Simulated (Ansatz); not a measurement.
## What a change does: single-point calculation on InH$_{4}$O$_{2}$F

System: InH$_{4}$O$_{2}$F.
Method of run A: RKS PBE-QIDH (frozen core)/def2-TZVPP (Ansatz 0.2.0).

The geometry comes from this level: PBE0-D4/def2-TZVP. Text and figures count atoms from 1; the logs count them from 0 in places.

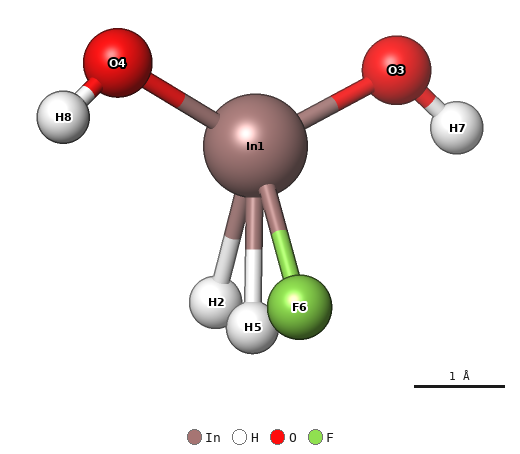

The structure (ball-and-stick view, seen at a tilt; atoms are numbered from 1 in the order of the input). Sticks mark near contacts.

## The input, run A
```yaml
crystal:
  periodic: [false, false, false]
  atoms:
    - {symbol: In, position_ang: [-0.324598, -0.112428, -0.234164]}
    - {symbol: H, position_ang: [1.469091, -0.694921, 0.387818]}
    - {symbol: O, position_ang: [-0.342830, 0.531455, -2.083382]}
    - {symbol: O, position_ang: [-1.805685, -1.004774, 0.684736]}
    - {symbol: H, position_ang: [1.380759, 0.189325, 0.835366]}
    - {symbol: F, position_ang: [0.783925, 1.211637, 1.091465]}
    - {symbol: H, position_ang: [0.455913, 1.019967, -2.298672]}
    - {symbol: H, position_ang: [-1.616575, -1.140260, 1.616833]}
basis:
  gaussian: {orbitals: def2-TZVPP}
hamiltonian: {xc: {name: PBE-QIDH}}
```

Command:
```bash
ansatz run in.yaml --threads 4 --pin off --events-out ev --progress --plain --max-ram 9574MiB
```

Hardware: 4 threads of Arm Neoverse V1, 23 GiB of memory available, shared host.

## Output (run A)
```
Functional definition: PBE-QIDH
  parameter a = 3^(-1/3)
  parameter c = 1/3
  exchange = (1 - a)*pbe_x + a*exact_x
  correlation = (1 - c)*pbe_c + c*(mp2_os + mp2_ss)
1410 factors; integrals over basis functions are off by at most 8.3e-4 eV
mean field evaluation 1: about -12020.8982 eV, gradient 7.0e1 eV
mean field evaluation 2: about -12020.9456 eV, gradient 7.0e1 eV
mean field evaluation 4: about -12028.9324 eV, gradient 3.5e0 eV
mean field evaluation 8: about -12028.9748 eV, gradient 4.2e-1 eV
mean field evaluation 16: about -12028.9752 eV, gradient 2.0e-4 eV
mean field -12028.97524043 eV, -442.0566865536 hartree, gradient 8.2e-6 eV, S^2 0.000000; 0 other end points of the search recorded, 0 dependent functions left out
7 core orbitals not correlated: weight in the atoms' cores, before any rotation towards them, 1.000 or more for the frozen orbitals, at most 0.000 for the correlated occupied ones
reference -12028.97525760 eV, -442.0566871846 hartree; 18, 18 occupied and 174, 174 virtual orbitals, 1410 factors
second order -32.62035967 eV of doubles, -0.00000000 eV of singles
Total energy: -12039.84871082 eV, -442.4562792202 hartree
```

The input of run B differs as follows (lines with − go, lines with + come):
```diff
-    - {symbol: In, position_ang: [-0.324598, -0.112428, -0.234164]}
-    - {symbol: H, position_ang: [1.469091, -0.694921, 0.387818]}
-    - {symbol: O, position_ang: [-0.342830, 0.531455, -2.083382]}
-    - {symbol: O, position_ang: [-1.805685, -1.004774, 0.684736]}
-    - {symbol: H, position_ang: [1.380759, 0.189325, 0.835366]}
-    - {symbol: F, position_ang: [0.783925, 1.211637, 1.091465]}
-    - {symbol: H, position_ang: [0.455913, 1.019967, -2.298672]}
-    - {symbol: H, position_ang: [-1.616575, -1.140260, 1.616833]}
+    - {symbol: In, position_ang: [-0.566616, 0.236017, -0.168400]}
+    - {symbol: H, position_ang: [1.797315, -1.012198, 0.387497]}
+    - {symbol: O, position_ang: [-0.174844, 0.403787, -2.079728]}
+    - {symbol: O, position_ang: [-1.649881, -1.139995, 0.707936]}
+    - {symbol: H, position_ang: [1.842499, -0.367072, 0.770132]}
+    - {symbol: F, position_ang: [0.118748, 1.662255, 0.984315]}
+    - {symbol: H, position_ang: [0.350130, 1.190300, -2.254282]}
+    - {symbol: H, position_ang: [-1.717352, -0.973095, 1.652531]}
```

How does run B compare with run A?

With the same method and basis, run B lies 20.3 kcal/mol lower.

## Output (run B)
```
Functional definition: PBE-QIDH
  parameter a = 3^(-1/3)
  parameter c = 1/3
  exchange = (1 - a)*pbe_x + a*exact_x
  correlation = (1 - c)*pbe_c + c*(mp2_os + mp2_ss)
1397 factors; integrals over basis functions are off by at most 1.2e-3 eV
mean field evaluation 1: about -12022.0812 eV, gradient 7.0e1 eV
mean field evaluation 2: about -12022.1231 eV, gradient 7.0e1 eV
mean field evaluation 4: about -12029.9676 eV, gradient 3.3e0 eV
mean field evaluation 8: about -12030.0048 eV, gradient 3.8e-1 eV
mean field evaluation 16: about -12030.0051 eV, gradient 9.6e-5 eV
mean field -12030.00512096 eV, -442.0945339651 hartree, gradient 6.2e-6 eV, S^2 0.000000; 0 other end points of the search recorded, 0 dependent functions left out
7 core orbitals not correlated: weight in the atoms' cores, before any rotation towards them, 1.000 or more for the frozen orbitals, at most 0.000 for the correlated occupied ones
reference -12030.00513961 eV, -442.0945346504 hartree; 18, 18 occupied and 174, 174 virtual orbitals, 1397 factors
second order -32.17318148 eV of doubles, -0.00000000 eV of singles
Total energy: -12040.72953344 eV, -442.4886488543 hartree
```

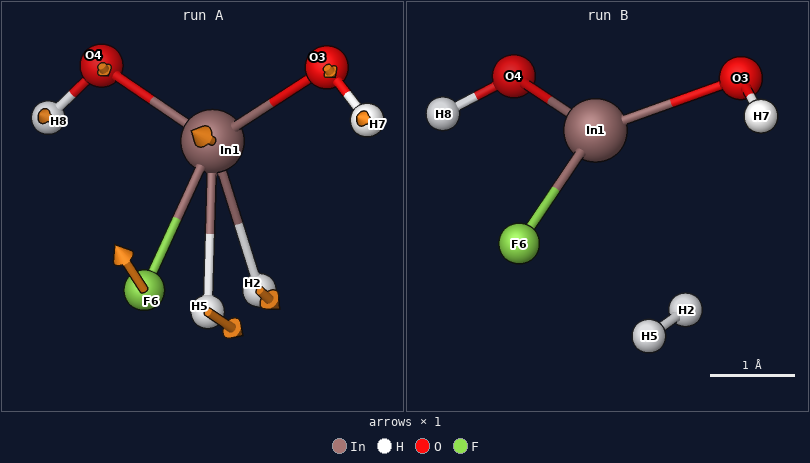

The two input geometries at one scale (ball-and-stick view, seen at a tilt). The orange arrows on the first give the shifts of the atoms after the best rigid fit, at true length. F6 moves most after the best rigid fit: 0.80 Å. By element the largest moves are F 0.80 Å, H 0.74 Å, In 0.43 Å, O 0.20 Å. Among the contacts that change: In1–H2 1.986 → 2.730 Å, In1–H5 2.035 → 2.655 Å, H2–H5 0.995 → 0.751 Å, In1–F6 2.177 → 1.958 Å.

## The two runs side by side

| quantity | run A | run B |
| --- | --- | --- |
| outcome | converged | converged |
| total energy (hartree) | −442.456279 | −442.488649 |
| basis functions | 199 | 199 |
| wall time (shared host) | 3.4 s | 3.3 s |
